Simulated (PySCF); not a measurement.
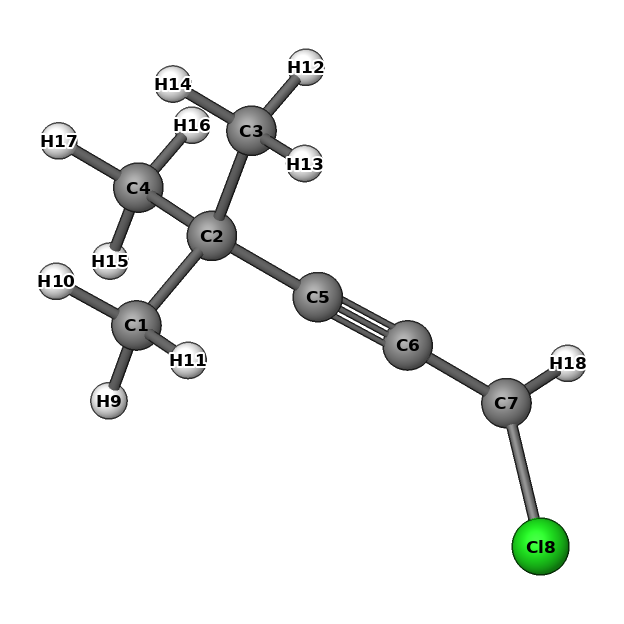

The questions are on Mulliken spin populations. State: neutral, doublet. Computed geometry: GFN2-xTB optimisation. No frequency run is at hand to confirm it as a minimum. Level of theory: UKS B3LYP, pcH-1 on C Cl H, non-relativistic (PySCF 2.14.0).

Which atom carries the largest spin population?

Answer. C7 (0.70 e).

Which atom has the lowest spin population?

Answer. C6 (−0.23 e); a negative value comes from spin polarisation.

List the Mulliken spin populations.

```json
{"atom": "C1", "value (e)": "0.00"}
{"atom": "C2", "value (e)": "−0.03"}
{"atom": "C3", "value (e)": "0.02"}
{"atom": "C4", "value (e)": "0.01"}
{"atom": "C5", "value (e)": "0.49"}
{"atom": "C6", "value (e)": "−0.23"}
{"atom": "C7", "value (e)": "0.70"}
{"atom": "Cl8", "value (e)": "0.07"}
{"atom": "H9", "value (e)": "0.00"}
{"atom": "H10", "value (e)": "0.00"}
{"atom": "H11", "value (e)": "0.00"}
{"atom": "H12", "value (e)": "0.00"}
{"atom": "H13", "value (e)": "0.00"}
{"atom": "H14", "value (e)": "0.01"}
{"atom": "H15", "value (e)": "0.00"}
{"atom": "H16", "value (e)": "0.00"}
{"atom": "H17", "value (e)": "0.00"}
{"atom": "H18", "value (e)": "−0.03"}
```

Mulliken values depend strongly on the basis set.
